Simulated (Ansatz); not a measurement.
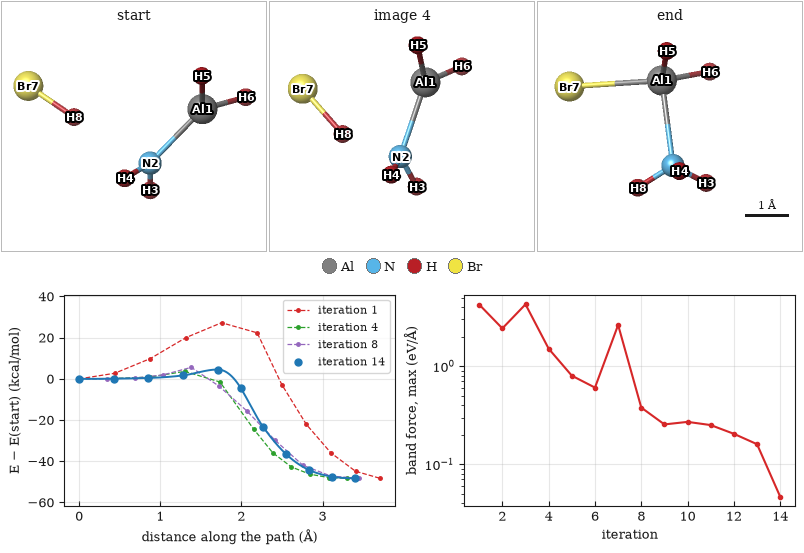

NEB run on AlNH5Br, made up at the start of AlNH₄ and HBr. Images are numbered from 0 (start) to 10 (end). The plot follows the band through its iterations. A ball-and-stick model, seen at a tilt.

All numbers below come from Ansatz 0.2.0, RHF/def2-SVP. Run with 9 movable images; climbing image; force threshold 0.05 eV/Å; iteration limit 60; starting path through a guess of the saddle point.

### How did the profile develop, and is the result final?

The result is final at these settings. The band converged in 14 iterations. The largest component of the band force went from 4.3 to 0.047 eV/Å. The climbing image converged on the top of the path. Its vibrational analysis gives one imaginary mode (613i cm⁻¹), as a transition state must have. The first iteration put the highest image at 27.3 kcal/mol. The energy climbs by 4.5 kcal/mol to image 4 and then falls by 52.8 kcal/mol, so the end point sits at −48.3 kcal/mol.

Limits of the set-up: the start holds two separate molecules, 2.3 Å apart at their closest, whose relative position is a soft coordinate and is computed without a dispersion correction; Hartree-Fock leaves out electron correlation.
